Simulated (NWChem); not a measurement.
# C2H5F (SMILES CCF) at 6 levels

We compute a comparison of 6 runs (B3LYP/6-31G*, B3LYP/STO-3G, CAM-B3LYP/MINI, CAM-B3LYP/LANL2DZ, CAM-B3LYP/DGauss-DZVP, B3LYP/6-31G**) of C2H5F. 

Program for the calculation: NWChem 7.3.0.

1 further run of the same task is left out (set aside as unsound or not needed).

### Step 1. The system as given

C2H5F: 8 atoms, total charge 0, spin state singlet. SMILES: `CCF`. The coordinates come from a PBE0-D4/def2-TZVP relaxation.

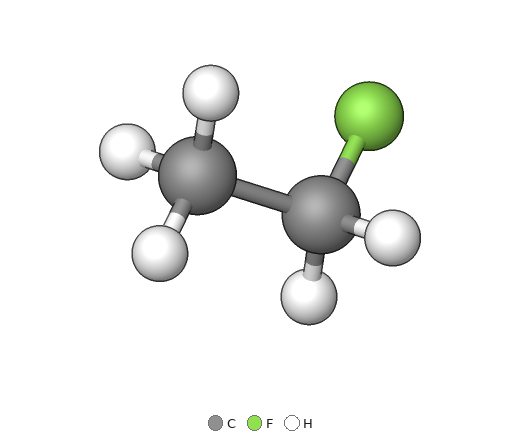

The structure, seen from a chosen angle (carbon grey, fluorine green, hydrogen white).

### Step 2. Energy and gradient at B3LYP/6-31G(d) (spherical functions) (run 1)

c2h5f.nw reads:

```
start c2h5f
title "C2H5F gradient"
memory stack 880 mb heap 220 mb global 1100 mb
charge 0

geometry units angstrom noautosym nocenter noautoz
  C     -0.431700     0.566900    -0.264600
  C      0.378400    -0.599100     0.230500
  F      1.663300    -0.186400     0.546500
  H     -1.443900     0.237400    -0.512600
  H      0.018600     0.998500    -1.160400
  H     -0.500300     1.343000     0.499800
  H      0.464000    -1.381500    -0.529800
  H     -0.056300    -1.036000     1.134800
end

basis "ao basis" spherical bse
  * library 6-31G*
end

dft
  xc b3lyp
  mult 1
  grid fine
  convergence energy 1e-08
  iterations 100
  mulliken
  print low
end

task dft gradient
```

Started as:

```sh
$ nwchem c2h5f.nw > c2h5f.out
```

Output:

```text
[...]
 d= 0,ls=0.0,diis     1   -179.0021252895 -2.58D+02  1.63D-02  4.51D-01     0.5
[...]
 d= 0,ls=0.0,diis     8   -179.0536052864  4.56D-09  4.84D-06  1.78D-07     2.9
         Total DFT energy =     -179.053605286356
      One electron energy =     -402.502799662152
           Coulomb energy =      167.268496780906
    Exchange-Corr. energy =      -23.235277276528
 Nuclear repulsion energy =       79.415974871417
[...]
      Total Density - Mulliken Population Analysis
     ---------------------------------------------
    Atom       Charge   Shell Charges
 -----------   ------   -------------------------------------------------------
    1 C    6     6.47   2.00  0.67  2.15  0.63  1.00  0.03
    2 C    6     5.90   2.00  0.69  2.01  0.49  0.65  0.07
    3 F    9     9.35   2.00  0.93  3.31  1.04  2.05  0.02
    4 H    1     0.86   0.53  0.33
    5 H    1     0.84   0.53  0.31
    6 H    1     0.84   0.53  0.31
    7 H    1     0.87   0.54  0.33
    8 H    1     0.87   0.54  0.33
[...]
                         DFT ENERGY GRADIENTS
    atom               coordinates                        gradient
                 x          y          z           x          y          z
   1 C      -0.815795   1.071286  -0.500021    0.003469  -0.002125   0.001582
   2 C       0.715072  -1.132135   0.435582   -0.002588   0.004637  -0.001812
   3 F       3.143181  -0.352245   1.032735   -0.005917  -0.002825  -0.001258
   4 H      -2.728575   0.448621  -0.968674    0.002443  -0.000106   0.000785
   5 H       0.035149   1.886891  -2.192838   -0.000998  -0.001182   0.001657
   6 H      -0.945430   2.537902   0.944485   -0.000053  -0.001837  -0.001402
   7 H       0.876833  -2.610656  -1.001177    0.001419   0.001989   0.001521
   8 H      -0.106392  -1.957756   2.144461    0.002226   0.001450  -0.001074
 Task  times  cpu:        3.7s     wall:        3.7s
 Total times  cpu:        3.7s     wall:        3.7s
```

Run time: 4.2 s. Hardware: 1 thread of AMD EPYC 9R45 (Zen 5), shared host; peak memory 0.12 GiB.

### Step 3. Energy and forces at B3LYP/STO-3G (run 2)

sp.nw reads:

```
start sp
title "C2H5F B3LYP"
memory stack 880 mb heap 220 mb global 1100 mb

geometry units angstroms noautosym nocenter noautoz
  C     -0.431700     0.566900    -0.264600
  C      0.378400    -0.599100     0.230500
  F      1.663300    -0.186400     0.546500
  H     -1.443900     0.237400    -0.512600
  H      0.018600     0.998500    -1.160400
  H     -0.500300     1.343000     0.499800
  H      0.464000    -1.381500    -0.529800
  H     -0.056300    -1.036000     1.134800
end

basis spherical bse
  * library STO-3G
end

dft
  xc b3lyp
  grid fine
  convergence energy 1e-08
  iterations 100
  mulliken
  noprint "final vectors analysis"
end

task dft gradient
```

Started as:

```sh
$ nwchem sp.nw > sp.out
```

Output:

```text
[...]
          Wavefunction type:  closed shell.
          No. of atoms     :     8
          No. of electrons :    26
[...]
          Charge           :     0
          Spin multiplicity:     1
[...]
          AO basis - number of functions:    20
[...]
              XC Information
              --------------
                         B3LYP Method XC Potential
                     Hartree-Fock (Exact) Exchange  0.200
                        Slater Exchange Functional  0.800 local
                    Becke 1988 Exchange Functional  0.720 non-local
              Lee-Yang-Parr Correlation Functional  0.810
                  VWN I RPA Correlation Functional  0.190 local
[...]
 d= 0,ls=0.0,diis     1   -176.5574512296 -2.56D+02  6.91D-02  4.68D-01     0.2
[...]
 d= 0,ls=0.0,diis     7   -176.6458174897 -4.50D-09  1.01D-06  2.52D-10     1.0
         Total DFT energy =     -176.645817489687
      One electron energy =     -400.605484910659
           Coulomb energy =      167.840704312014
    Exchange-Corr. energy =      -23.297011762459
 Nuclear repulsion energy =       79.415974871417
[...]
      Total Density - Mulliken Population Analysis
     ---------------------------------------------
    Atom       Charge   Shell Charges
 -----------   ------   -------------------------------------------------------
    1 C    6     6.24   1.99  1.19  3.05
    2 C    6     6.03   1.99  1.19  2.85
    3 F    9     9.12   2.00  1.95  5.17
    4 H    1     0.92   0.92
    5 H    1     0.92   0.92
    6 H    1     0.92   0.92
    7 H    1     0.93   0.93
    8 H    1     0.93   0.93
[...]
  wavefunction    = closed shell
                         DFT ENERGY GRADIENTS
    atom               coordinates                        gradient
                 x          y          z           x          y          z
   1 C      -0.815795   1.071286  -0.500021    0.025270  -0.019812   0.012080
   2 C       0.715072  -1.132135   0.435582   -0.018898   0.015017  -0.009069
   3 F       3.143181  -0.352245   1.032735   -0.033431  -0.011231  -0.008113
   4 H      -2.728575   0.448621  -0.968674    0.006652  -0.000009   0.002080
   5 H       0.035149   1.886891  -2.192838   -0.002917  -0.003040   0.005546
   6 H      -0.945430   2.537902   0.944485    0.000276  -0.005196  -0.004717
   7 H       0.876833  -2.610656  -1.001177    0.007549   0.014778   0.013825
   8 H      -0.106392  -1.957756   2.144461    0.015499   0.009492  -0.011632
[...]
```

Run time: 1.8 s. Hardware: 1 thread of AMD EPYC 9R45 (Zen 5), shared host; peak memory 0.12 GiB.

Runs 3 to 5 aren't shown in full; the table further down has their settings and results.

### Step 4. Energy and forces at B3LYP/6-31G(d,p) (spherical functions) (run 6)

c2h5f.nw reads:

```
start c2h5f
title "C2H5F B3LYP"
memory 2200 mb

geometry noautosym nocenter noautoz
   C    -0.431700    0.566900   -0.264600
   C     0.378400   -0.599100    0.230500
   F     1.663300   -0.186400    0.546500
   H    -1.443900    0.237400   -0.512600
   H     0.018600    0.998500   -1.160400
   H    -0.500300    1.343000    0.499800
   H     0.464000   -1.381500   -0.529800
   H    -0.056300   -1.036000    1.134800
end

basis spherical bse
   * library 6-31G**
end

dft
   xc b3lyp
   grid fine
   convergence energy 1e-08
   maxiter 100
   mulliken
   noprint "final vectors analysis"
end

task dft gradient
```

Started as:

```sh
$ nwchem c2h5f.nw > c2h5f.out
```

Output:

```text
[...]
          Wavefunction type:  closed shell.
          No. of atoms     :     8
          No. of electrons :    26
[...]
          Charge           :     0
          Spin multiplicity:     1
[...]
          AO basis - number of functions:    67
[...]
              XC Information
              --------------
                         B3LYP Method XC Potential
                     Hartree-Fock (Exact) Exchange  0.200
                        Slater Exchange Functional  0.800 local
                    Becke 1988 Exchange Functional  0.720 non-local
              Lee-Yang-Parr Correlation Functional  0.810
                  VWN I RPA Correlation Functional  0.190 local
[...]
 d= 0,ls=0.0,diis     1   -179.0096189209 -2.58D+02  1.25D-02  4.55D-01     0.6
[...]
 d= 0,ls=0.0,diis     8   -179.0606601684  4.11D-09  3.54D-06  1.64D-07     3.9
         Total DFT energy =     -179.060660168396
      One electron energy =     -402.507034390053
           Coulomb energy =      167.266178229769
    Exchange-Corr. energy =      -23.235778879529
 Nuclear repulsion energy =       79.415974871417
[...]
      Total Density - Mulliken Population Analysis
     ---------------------------------------------
    Atom       Charge   Shell Charges
 -----------   ------   -------------------------------------------------------
    1 C    6     6.34   2.00  0.66  2.14  0.58  0.93  0.03
    2 C    6     5.83   2.00  0.68  2.00  0.46  0.61  0.07
    3 F    9     9.35   2.00  0.93  3.31  1.04  2.06  0.02
    4 H    1     0.90   0.53  0.36  0.01
    5 H    1     0.88   0.53  0.34  0.01
    6 H    1     0.88   0.53  0.34  0.01
    7 H    1     0.91   0.54  0.36  0.01
    8 H    1     0.91   0.54  0.36  0.01
[...]
  wavefunction    = closed shell
                         DFT ENERGY GRADIENTS
    atom               coordinates                        gradient
                 x          y          z           x          y          z
   1 C      -0.815795   1.071286  -0.500021    0.003550  -0.002379   0.001660
   2 C       0.715072  -1.132135   0.435582   -0.002499   0.004443  -0.001743
   3 F       3.143181  -0.352245   1.032735   -0.006213  -0.003031  -0.001307
   4 H      -2.728575   0.448621  -0.968674    0.001758  -0.000318   0.000615
   5 H       0.035149   1.886891  -2.192838   -0.000640  -0.000899   0.001110
   6 H      -0.945430   2.537902   0.944485   -0.000024  -0.001335  -0.000896
   7 H       0.876833  -2.610656  -1.001177    0.001662   0.002008   0.001478
   8 H      -0.106392  -1.957756   2.144461    0.002406   0.001511  -0.000916
[...]
```

Wall time 5.7 s (1 thread of AMD EPYC 9R45 (Zen 5), shared host); peak memory 0.12 GiB.

### Step 5. The series

```
run                                level        task  energy (Eh)  wall time
  1   B3LYP/6-31G* (spherical functions)    gradient  -179.053605      4.2 s
  2                         B3LYP/STO-3G    gradient  -176.645817      1.8 s
  3                       CAM-B3LYP/MINI  properties  -177.625294      1.7 s
  4                    CAM-B3LYP/LANL2DZ  properties  -178.981001      4.2 s
  5                CAM-B3LYP/DGauss-DZVP  properties  -179.020988      6.9 s
  6  B3LYP/6-31G** (spherical functions)    gradient  -179.060660      5.7 s
```

### Step 6. Summary of results

```
                       quantity          value
            run 6: total energy  -179.06066 Eh
           run 6: dipole moment         1.70 D
run 6: largest force on an atom     0.362 eV/Å
```

**Reading.** Over runs 2, 3, 4, 5, 6 the dipole moment (its size) runs from 0.99 D (B3LYP/STO-3G) to 2.37 D (CAM-B3LYP/LANL2DZ). The two ends differ in method and basis. Totals of different functionals can't be ranked against each other. In runs 2, 3 the basis is minimal, so the values are rough. All runs together took 25 s, the longest 6.9 s.
